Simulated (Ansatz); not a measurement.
## AlNH5ClO2: frequency calculation

- system: AlNH5ClO2
- method: RKS PBE-D4/cc-pVDZ (Ansatz 0.2.0)

It belongs to a series of runs on one base structure; here: vibrations at the highest image of the band. Figures and captions count atoms from 1; the log counts them from 0 in places.

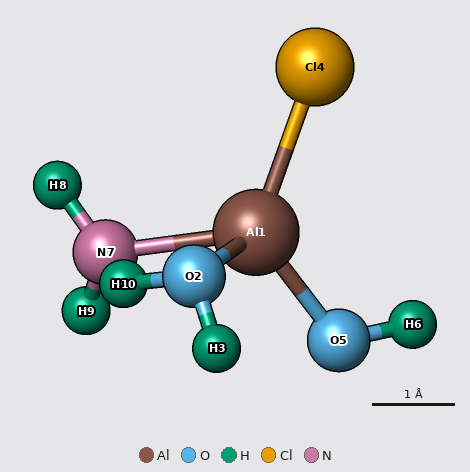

*The structure (ball-and-stick view, seen at a tilt; atoms are numbered from 1 in the order of the input). Sticks mark near contacts.*

Bond lengths as drawn: Al–Cl 2.15 Å, Al–N 1.91 Å, Al–O 1.75 to 1.96 Å, H–N 1.03 Å and H–O 0.97 to 1.13 Å.

Input:
```yaml
crystal:
  periodic: [false, false, false]
  atoms:
    - { symbol: Al, position_ang: [0.048087, 0.305877, 0.093794] }
    - { symbol: O, position_ang: [0.105876, -0.052086, 2.019539] }
    - { symbol: H, position_ang: [-0.756682, -0.280522, 2.421268] }
    - { symbol: Cl, position_ang: [1.658207, -0.694107, -0.92327] }
    - { symbol: O, position_ang: [-1.618588, 0.110897, -0.39958] }
    - { symbol: H, position_ang: [-1.814817, -0.440566, -1.176054] }
    - { symbol: "N", position_ang: [0.423556, 2.032113, 0.817702] }
    - { symbol: H, position_ang: [1.360263, 2.43811, 0.697618] }
    - { symbol: H, position_ang: [-0.259865, 2.780508, 0.644451] }
    - { symbol: H, position_ang: [0.219461, 1.067777, 1.947334] }
basis:
  gaussian: { orbitals: cc-pVDZ }
hamiltonian:
  xc: pbe
  dispersion: d4
phonons: {}
```

Machine: 2 threads of Intel Xeon (Sapphire Rapids), 32 GiB of memory available, shared host.

Run as:
```bash
ansatz run input.yaml --threads 2 --pin off --max-ram 3072MiB --backend cpu --events-out ev --progress --plain --runs-dir out
```

The program's output:
```
Engine: ansatz 0.2.0, x86_64-unknown-linux-gnu
Functional definition: PBE
  parameter kappa = 0.804
  parameter beta = 0.06672455060314922
  exchange = pbe_x(kappa = kappa, mu = beta*pi^2/3)
  correlation = pbe_c(beta = beta)
1275 factors; their error is unknown
mean field evaluation 1: about -24759.8797 eV, gradient 9.2e1 eV
mean field evaluation 2: about -24703.3368 eV, gradient 1.8e2 eV
mean field evaluation 4: about -24775.0391 eV, gradient 1.5e1 eV
mean field evaluation 8: about -24775.4376 eV, gradient 1.3e-1 eV
mean field evaluation 16: about -24775.3656 eV, gradient 3.5e-4 eV
mean field -24775.36563876 eV, -910.4778938785 hartree, gradient 1.9e-5 eV, S^2 0.000000; 0 other end points of the search recorded, 0 dependent functions left out
the calculation of the forces begins
reference -24775.36568220 eV, -910.4778954747 hartree; 29, 29 occupied and 74, 74 virtual orbitals, 1275 factors
these checks for a lower state are left out or cut short: stability, starts, cluster_reference, orbital_swaps, neighbouring_geometries, increment
1275 factors; their error is unknown
mean field -24775.36554226 eV, -910.4778903321 hartree, gradient 1.9e-6 eV, S^2 0.000000; 0 other end points of the search recorded, 0 dependent functions left out
[... from here on the field's lines of each further geometry are left out, up to the last ...]
the calculation of the forces begins
reference -24775.36566384 eV, -910.4778948002 hartree; 29, 29 occupied and 74, 74 virtual orbitals, 1275 factors
these checks for a lower state are left out or cut short: stability, starts, cluster_reference, orbital_swaps, neighbouring_geometries, increment
1275 factors; their error is unknown
mean field -24775.36561807 eV, -910.4778931180 hartree, gradient 1.7e-6 eV, S^2 0.000000; 0 other end points of the search recorded, 0 dependent functions left out
the calculation of the forces begins
reference -24775.36566150 eV, -910.4778947142 hartree; 29, 29 occupied and 74, 74 virtual orbitals, 1275 factors
WARN: phonons: modes at or below zero, which the zero-point energy, F, S and C_V leave out: 1, the lowest at -429.08 cm⁻¹. A minimum has none, and a first-order saddle one
Total energy: -24775.56928670 eV, -910.4853778023 hartree
Atom 0 at     0.048087     0.305877     0.093794 Å, force     0.000071     0.000035    -0.000017 eV/Å
Atom 1 at     0.105876    -0.052086     2.019539 Å, force    -0.000001    -0.000074    -0.000157 eV/Å
Atom 2 at    -0.756682    -0.280522     2.421268 Å, force     0.000018    -0.000054    -0.000023 eV/Å
Atom 3 at     1.658207    -0.694107    -0.923270 Å, force    -0.000108    -0.000032     0.000061 eV/Å
Atom 4 at    -1.618588     0.110897    -0.399580 Å, force     0.000057    -0.000071     0.000046 eV/Å
Atom 5 at    -1.814817    -0.440566    -1.176054 Å, force     0.000005     0.000034     0.000004 eV/Å
Atom 6 at     0.423556     2.032113     0.817702 Å, force     0.000032     0.000180    -0.000065 eV/Å
Atom 7 at     1.360263     2.438110     0.697618 Å, force    -0.000013    -0.000043    -0.000019 eV/Å
Atom 8 at    -0.259865     2.780508     0.644451 Å, force     0.000011    -0.000052     0.000001 eV/Å
Atom 9 at     0.219461     1.067777     1.947334 Å, force    -0.000074     0.000077     0.000168 eV/Å
Dipole moment:    -0.334792     0.380202     0.331105 e Å
Vibrations: -429.08 99.70 139.80 174.18 191.20 247.15 325.19 386.80 494.64 522.26 629.57 651.58 671.78 711.69 735.29 836.44 948.20 1466.17 1500.32 1931.37 3429.68 3516.61 3682.96 3768.47 cm⁻¹, zero-point energy 1.677571 eV
```

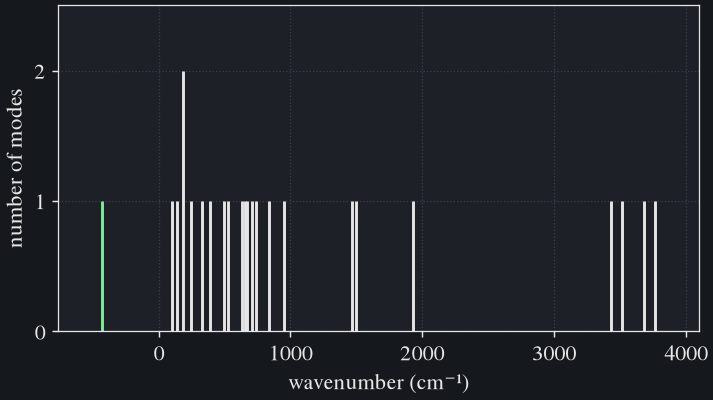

*Harmonic vibrational wavenumbers from the force constants; neighbouring modes closer than 19 cm⁻¹ are counted in one stick, and imaginary ones are drawn at negative wavenumbers.*

24 modes from 429i to 3768 cm⁻¹, 1 imaginary beyond 8i (429i cm⁻¹): a first-order saddle point, if the geometry is stationary.

Key numbers:

| quantity | value |
| --- | --- |
| outcome | converged |
| total energy | −24775.5693 eV |
| mean-field energy | −24775.3657 eV |
| largest force (length of the vector) | under 0.001 eV/Å |
| wall time | 54 s (CPU time 1.7 min) |
| peak memory | 0.17 GiB |
